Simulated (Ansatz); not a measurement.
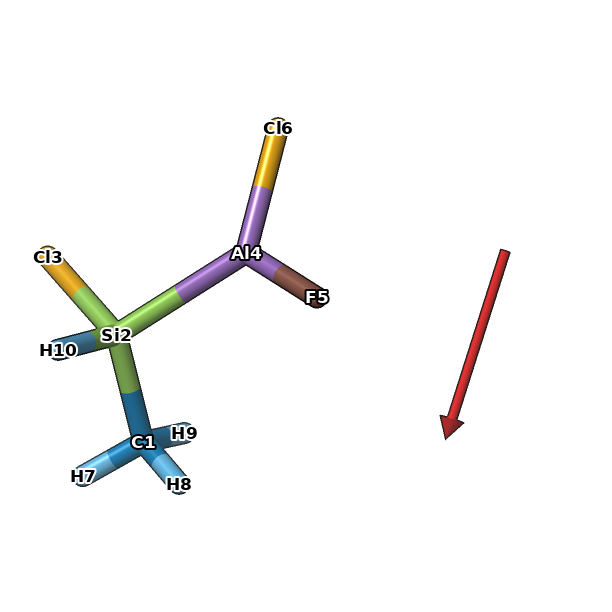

The arrow beside the molecule shows the direction of the dipole moment, from the negative to the positive end (its length means nothing). Computed geometry: PBE-D4/def2-SVP optimisation. No frequency run is at hand to confirm it as a minimum. Method: RKS PBE-D4/def2-SVP (Ansatz 0.2.0).

**Estimate the dipole moment.**

2.26 D; it points from the side of Cl6 to the side of H7 (the outermost atoms at the two ends).
